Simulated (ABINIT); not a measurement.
# Quasiparticle gap of Na3OBr (Pm-3m) in ABINIT

Aim: the G0W0 gap of Na3OBr (Pm-3m) on PBEsol with spin-orbit coupling, step by step.

Calculated with ABINIT 10.8.3; PBEsol and many-body steps on it, plane waves.

## (1) Starting point

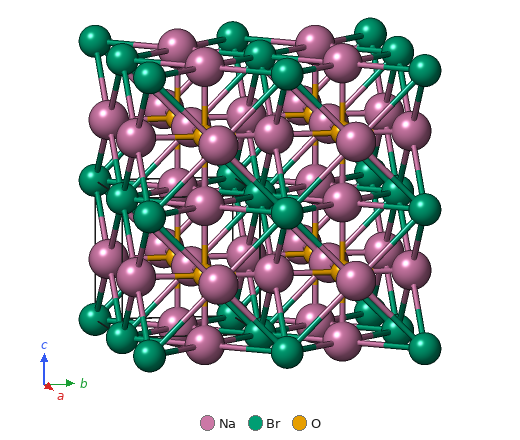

Start, viewed slightly off an axis; sodium pink, bromine teal, oxygen orange. 2×2×2 cells are drawn. Some periodic images of atoms are drawn too.

The cell and positions are those that the Materials Project relaxed with its own functionals (PBE, PBE+U or r2SCAN), kept fixed.

## (2) Ground state

This step: ABINIT 10.8.3; DFT, PBEsol with spin-orbit coupling, plane waves, norm-conserving pseudopotentials.

The ground-state density comes first.

run.abi reads:

```
acell 3*1.0 Angstrom
rprim 
  4.533130000000 0.000000000000 0.000000000000
  0.000000000000 4.533130000000 0.000000000000
  0.000000000000 0.000000000000 4.533130000000
ntypat 3
znucl 11 35 8
natom 5
typat 1 1 1 2 3
xred 
  0.000000000000 0.500000000000 0.500000000000
  0.500000000000 0.000000000000 0.500000000000
  0.500000000000 0.500000000000 0.000000000000
  0.000000000000 0.000000000000 0.000000000000
  0.500000000000 0.500000000000 0.500000000000
pp_dirpath "pseudos"
pseudos "Na.upf, Br.upf, O.upf"
ecut 38
nspinor 2
ngkpt 4 4 4
nshiftk 1
shiftk 0 0 0
kptopt 1
chksymbreak 0
nband 52
occopt 1
tolvrs 1e-10
nstep 60
prtwf 0
optforces 0
optstress 0
indata_prefix "in"
outdata_prefix "out"
tmpdata_prefix "tmp"
```

Started as:

```bash
> OMP_NUM_THREADS=1 mpirun -n 8 abinit run.abi > log
```

Numbers of over 12 decimals in the logs are rounded to 6 here.

Log:

```text
.Version 10.8.3 of ABINIT. v10.8.2 released Aug 2026.

 Symmetries : space group Pm -3 m (#221); Bravais cP (primitive cubic)
================================================================================
 Values of the parameters that define the memory need of the present run
     intxc =       0    ionmov =       0      iscf =       7    lmnmax =      16
     lnmax =      16     mgfft =      48  mpssoang =       5    mqgrid =    3001
     natom =       5  nloc_mem =       1    nspden =       1   nspinor =       2
    nsppol =       1      nsym =      48    n1xccc =    2501    ntypat =       3
    occopt =       1   xclevel =       2
-    mband =          52        mffmem =           1         mkmem =           2
       mpw =        7088          nfft =      110592          nkpt =          10
================================================================================
  Rough estimation (10% accuracy) of disk space for files :
================================================================================

--------------------------------------------------------------------------------
------------- Echo of variables that govern the present computation ------------
--------------------------------------------------------------------------------
 -outvars: echo values of preprocessed input variables --------
            acell      1.8897261259E+00  1.8897261259E+00  1.8897261259E+00 Bohr

      chksymbreak           0
             ecut      3.80000000E+01 Hartree
-          fftalg         312

              ixc     -116133
              kpt      0.00000000E+00  0.00000000E+00  0.00000000E+00
                       2.50000000E-01  0.00000000E+00  0.00000000E+00
                       5.00000000E-01  0.00000000E+00  0.00000000E+00
                       2.50000000E-01  2.50000000E-01  0.00000000E+00
                       5.00000000E-01  2.50000000E-01  0.00000000E+00
                       5.00000000E-01  5.00000000E-01  0.00000000E+00
                       2.50000000E-01  2.50000000E-01  2.50000000E-01
                       5.00000000E-01  2.50000000E-01  2.50000000E-01
                       5.00000000E-01  5.00000000E-01  2.50000000E-01
                       5.00000000E-01  5.00000000E-01  5.00000000E-01
         kptrlatt        4    0    0      0    4    0      0    0    4
          kptrlen      3.42654968E+01
P           mkmem           2
            natom           5
            nband          52
            ngfft          48      48      48
             nkpt          10
          nspinor           2
            nstep          60
             nsym          48
           ntypat           3
              occ      1.000000  1.000000  1.000000  1.000000  1.000000  1.000000
                       1.000000  1.000000  1.000000  1.000000  1.000000  1.000000
                       1.000000  1.000000  1.000000  1.000000  1.000000  1.000000
                       1.000000  1.000000  1.000000  1.000000  1.000000  1.000000
                       1.000000  1.000000  1.000000  1.000000  1.000000  1.000000
                       1.000000  1.000000  1.000000  1.000000  1.000000  1.000000
                       1.000000  1.000000  1.000000  1.000000  0.000000  0.000000
                       0.000000  0.000000  0.000000  0.000000  0.000000  0.000000
                       0.000000  0.000000  0.000000  0.000000
        optforces           0
        optstress           0
            prtwf           0
            rprim      4.5331300000E+00  0.0000000000E+00  0.0000000000E+00
                       0.0000000000E+00  4.5331300000E+00  0.0000000000E+00
[...]
spgroup         221

           tolvrs      1.00000000E-10

             xred      0.0000000000E+00  5.0000000000E-01  5.0000000000E-01
[...]
znucl       11.00000   35.00000    8.00000

================================================================================

 chkinp: Checking input parameters for consistency.

================================================================================
== DATASET  1 ==================================================================
-   mpi_nproc: 8, omp_nthreads: 1 (-1 if OMP is not activated)
-    --> not optimal distribution: autoparal keyword recommended in input file <--

--- !DatasetInfo
iteration_state: {dtset: 1, }
dimensions: {natom: 5, nkpt: 10, mband: 52, nsppol: 1, nspinor: 2, nspden: 1, mpw: 7088, }
cutoff_energies: {ecut:  38.0, pawecutdg:  -1.0, }
electrons: {nelect:   4.00000000E+01, charge:   0.00000000E+00, occopt:   1.00000000E+00, tsmear:   1.00000000E-02, }

 Real(R)+Recip(G) space primitive vectors, cartesian coordinates (Bohr,Bohr^-1):
 R(1)=  8.5663742  0.0000000  0.0000000  G(1)=  0.1167355  0.0000000  0.0000000
 R(2)=  0.0000000  8.5663742  0.0000000  G(2)=  0.0000000  0.1167355  0.0000000
 R(3)=  0.0000000  0.0000000  8.5663742  G(3)=  0.0000000  0.0000000  0.1167355
 Unit cell volume ucvol=  6.2862424E+02 bohr^3
 Angles (23,13,12)=  9.00000000E+01  9.00000000E+01  9.00000000E+01 degrees

 getcut: wavevector=  0.0000  0.0000  0.0000  ngfft=  48  48  48
         ecut(hartree)=     38.000   => boxcut(ratio)=   2.01924

--- Pseudopotential description ------------------------------------------------
- Na Generated using ONCVPSP code by D. R. Hamann
- 11.00000   9.00000  180509                  znucl, zion, pspdat
[...]
1    5.397627    0.895511    0.010517
             2    2.538838    0.395336    0.000606
  spin-orbit 1    0.408434   -0.256546    0.061347   -0.000368
  spin-orbit 2    0.104500   -0.012246    0.005468   -0.000075
 pspatm: atomic psp has been read  and splines computed

- O Generated using ONCVPSP code by D. R. Hamann
-  8.00000   6.00000  180509                  znucl, zion, pspdat
12 -116133 2 -1 936                           pspcod,pspxc,lmax,lloc,mmax
     nproj     2     2     2     0
     spin-orbit psp
        nprojso     2     2     0
  pspatm : epsatm=    6.23093634
         --- l  ekb(1:nproj) -->
[...]
spin-orbit 1    0.006525    0.002082
  spin-orbit 2   -0.000426    0.000283
 pspatm: atomic psp has been read  and splines computed

   1.80707374E+03                                ecore*ucvol(ha*bohr**3)
--------------------------------------------------------------------------------

_setup2: Arith. and geom. avg. npw (full set) are    7033.234    7033.199

================================================================================

--- !BeginCycle
iteration_state: {dtset: 1, }
solver: {iscf: 7, nstep: 60, nline: 4, wfoptalg: 0, }
tolerances: {tolvrs: 1.00E-10, }

     iter   Etot(hartree)      deltaE(h)  residm     vres2
 ETOT  1  -168.78467183665    -1.688E+02 1.875E-01 1.961E+03
 ETOT  2  -168.45969870764     3.250E-01 9.713E-02 2.882E+03
 ETOT  3  -169.18768953539    -7.280E-01 9.447E-03 4.424E+02
 ETOT  4  -169.25954002424    -7.185E-02 1.395E-03 3.814E+01
 ETOT  5  -169.26317576149    -3.636E-03 4.493E-04 5.030E+00
 ETOT  6  -169.26397435071    -7.986E-04 8.458E-05 1.105E-01
 ETOT  7  -169.26398848683    -1.414E-05 1.594E-04 5.318E-03
 ETOT  8  -169.26398988851    -1.402E-06 8.391E-05 1.268E-03
 ETOT  9  -169.26399012824    -2.397E-07 1.409E-04 8.741E-05
 ETOT 10  -169.26399013975    -1.152E-08 9.135E-05 2.574E-06
 ETOT 11  -169.26399013995    -1.958E-10 1.469E-04 3.431E-08
 ETOT 12  -169.26399013994     6.338E-12 8.536E-05 1.497E-09
 ETOT 13  -169.26399013995    -7.219E-12 1.342E-04 6.493E-11

 At SCF step   13       vres2   =  6.49E-11 < tolvrs=  1.00E-10 =>converged.

--- !ResultsGS
iteration_state: {dtset: 1, }
comment   : Summary of ground state results
lattice_vectors:
- [  8.5663742,   0.0000000,   0.0000000, ]
- [  0.0000000,   8.5663742,   0.0000000, ]
- [  0.0000000,   0.0000000,   8.5663742, ]
lattice_lengths: [   8.56637,    8.56637,    8.56637, ]
lattice_angles: [ 90.000,  90.000,  90.000, ] # degrees, (23, 13, 12)
lattice_volume:   6.2862424E+02
convergence: {deltae: -7.219E-12, res2:  6.493E-11, residm:  1.342E-04, diffor:  0.000E+00, }
etotal    :  -1.69263990E+02
entropy   :   0.00000000E+00
fermie    :   5.77665262E-02
cartesian_stress_tensor: null
pressure_GPa: null
xred      :
- [  0.0000E+00,   5.0000E-01,   5.0000E-01, Na]
- [  5.0000E-01,   0.0000E+00,   5.0000E-01, Na]
- [  5.0000E-01,   5.0000E-01,   0.0000E+00, Na]
- [  0.0000E+00,   0.0000E+00,   0.0000E+00, Br]
- [  5.0000E-01,   5.0000E-01,   5.0000E-01,  O]
cartesian_forces: null
force_length_stats: {min: null, max: null, mean: null, }

 Integrated electronic density in atomic spheres:
 ------------------------------------------------
 Atom  Sphere_radius  Integrated_density
[...]
================================================================================

 ----iterations are completed or convergence reached----

 Mean square residual over all n,k,spin=   45.374E-08; max=  13.416E-05
 reduced coordinates (array xred) for    5 atoms
       0.000000000000      0.500000000000      0.500000000000
       0.500000000000      0.000000000000      0.500000000000
       0.500000000000      0.500000000000      0.000000000000
       0.000000000000      0.000000000000      0.000000000000
       0.500000000000      0.500000000000      0.500000000000
 rms dE/dt=  0.0000E+00; max dE/dt=  0.0000E+00; dE/dt below (all hartree)
    1       0.000000000000      0.000000000000      0.000000000000
    2       0.000000000000      0.000000000000      0.000000000000
    3       0.000000000000      0.000000000000      0.000000000000
    4       0.000000000000      0.000000000000      0.000000000000
    5       0.000000000000      0.000000000000      0.000000000000

 cartesian coordinates (angstrom) at end:
    1      0.000000     2.266565     2.266565
    2      2.266565     0.000000     2.266565
    3      2.266565     2.266565     0.000000
    4      0.000000     0.000000     0.000000
    5      2.266565     2.266565     2.266565
 length scales=  1.889726125908  1.889726125908  1.889726125908 bohr
              =  1.000000000000  1.000000000000  1.000000000000 angstroms
 prteigrs : about to open file out_EIG
 Fermi (or HOMO) energy (hartree) =   0.05777   Average Vxc (hartree)=  -0.32042
 Eigenvalues (hartree) for nkpt=  10  k points:
 kpt#   1, nband= 52, wtk=  0.01563, kpt=  0.0000  0.0000  0.0000 (reduced coord)
  -1.77832   -1.77832   -1.77772   -1.77772   -1.77772   -1.77772   -0.75957   -0.75957
  -0.75957   -0.75957   -0.75863   -0.75863   -0.75414   -0.75414   -0.75414   -0.75414
  -0.75336   -0.75336   -0.74794   -0.74794   -0.74615   -0.74615   -0.74615   -0.74615
  -0.48504   -0.48504   -0.46758   -0.46758   -0.05355   -0.05355   -0.03724   -0.03724
  -0.03724   -0.03724    0.05568    0.05568    0.05777    0.05777    0.05777    0.05777
   0.12907    0.12907    0.23657    0.23657    0.23657    0.23657    0.39015    0.39015
   0.39015    0.39015    0.39051    0.39051
 prteigrs : prtvol=0 or 1, do not print more k-points.

--- !EnergyTerms
iteration_state     : {dtset: 1, }
comment             : Components of total free energy in Hartree
kinetic             :  9.88824111862376E+01
hartree             :  6.17862631005545E+01
xc                  : -2.96491386277147E+01
Ewald energy        : -8.94413920205960E+01
psp_core            :  2.87464852226493E+00
local_psp           : -1.68914656168966E+02
non_local_psp       : -4.48021261317314E+01
total_energy        : -1.69263990139951E+02
total_energy_eV     : -4.60590781323413E+03
band_energy         : -2.61759853160897E+01

== END DATASET(S) ==============================================================
================================================================================

 -outvars: echo values of variables after computation  --------
           etotal     -1.6926399014E+02
            nband          52
             nkpt          10
          spgroup         221
 [... the other variables as echoed above ...]

 Calculation completed.
```

Elapsed: 80 s, on 8 MPI ranks of Arm Neoverse V2, shared host; peak memory 0.82 GiB.

This step gave:

- total energy: -4605.9078 eV
- gap: 1.940 eV
- k of the valence top: 0, 0, 0
- k of the conduction bottom: 0, 0, 0
- least direct gap: 1.940 eV

The gap is direct, at Γ.

[end of part 1 of 3]

[Paths, hosts, dates, memory and timing lines, banners, echoed tables and standing remarks are left out of the program output.]

[Logs are printed without paths, hosts, clocks, repeated set-up lines and the standing remarks that a program may print on its own settings, such as how far it seeks lower states.]

[Runs of the session that timed out or met a known fault of the program may be left out.]

[Hosts, paths, dates, database ids (printed as entryN), source tags and the programs' standing remarks are cut or masked in the printed files.]

[G0W0 gaps are taken among the corrected bands and points alone; a level outside them can change the order at an edge.]

[Where Ansatz stands beside ABINIT at settings called matched, ABINIT's density can come from a denser mesh and the files from another edition; pairs whose starting gaps differed by over 0.03 eV were left out, so agreement reads better than it is.]
